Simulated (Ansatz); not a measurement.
## Molecular dynamics of Si2H3Cl2OF (part 5 of 5)

Continued. System: Si2H3Cl2OF. Method: RKS PBE-D4/STO-3G (Ansatz 0.2.0). It belongs to a series of runs on one base structure; here: dynamics from the start.

Geometry of the input (Å):
```
Si -0.0118  -0.0322  0.0332
O  0.0943  -0.3379  1.6693
Si -1.3420  -0.4515  2.6360
H  -2.1936  -1.5393  2.1643
H  -0.8508  -0.7257  3.9776
H  -2.0816  0.8067  2.6046
F  1.5169  0.0051  -0.5269
Cl -0.9486  1.8347  -0.3960
Cl -1.0929  -1.5406  -1.0172
```

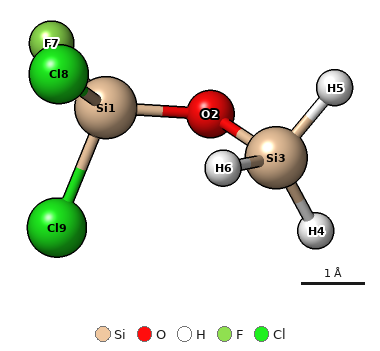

**Figure 1.** The geometry at step 150 of the log (ball-and-stick view, seen at a tilt; atoms are numbered from 1 in the order of the input).

## Summary

```csv
quantity,value
outcome,finished
mean temperature over the second half,605 K
trajectory,"150 steps, 37.5 fs"
ensemble,nvt_langevin
temperature in the input,1500.0 K
time step,0.25 fs
potential energy (last step),−45069.7646 eV
mean-field energy (last step),−45069.4558 eV
largest force (length of the vector) (last step),1.982 eV/Å
wall time,7.2 min
peak memory,0.099 GiB
```

## Remarks

So short a trajectory is not equilibrated. The logged temperature at the start can lie below the typed one, since it is counted over all degrees of freedom. The temperature stays far from the 1500 K of the thermostat over the second half: the run isn't equilibrated.
